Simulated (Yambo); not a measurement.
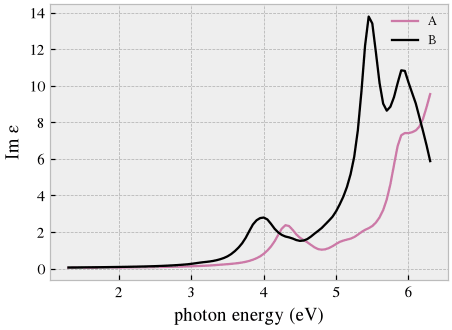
Figure. Two computed absorption spectra of Mg2FeH6 (space group Fm-3m, No. 225) (Yambo, PBEsol bands with the same scissor, field along x)

Task: Which curve includes the electron-hole attraction (BSE), and where are its main peaks?

Result: Curve B: the attraction moves weight to lower energy (centre of the plotted range 5.3 eV against 5.5 eV). Its peaks lie at 4.0 eV, 5.5 eV, 5.9 eV. Settings: 8×8×8 mesh, 6 valence and 3 conduction bands, static screening with 43 bands and a 3 Ry block, scissor 1.10 eV, Tamm-Dancoff. The scissor comes from a G0W0 run whose convergence isn't established. Broadening 0.15 eV. The band window holds all transitions up to 6.3 eV. Fine structure above the onset can come from the mesh.

Geometry of the Materials Project entry, not relaxed at this level; primitive cell a = 4.4937 Å, b = 4.4937 Å, c = 4.4937 Å, α = 60.00°, β = 60.00°, γ = 60.00°.

The runs are not spin-polarised; magnetic order was not tried.
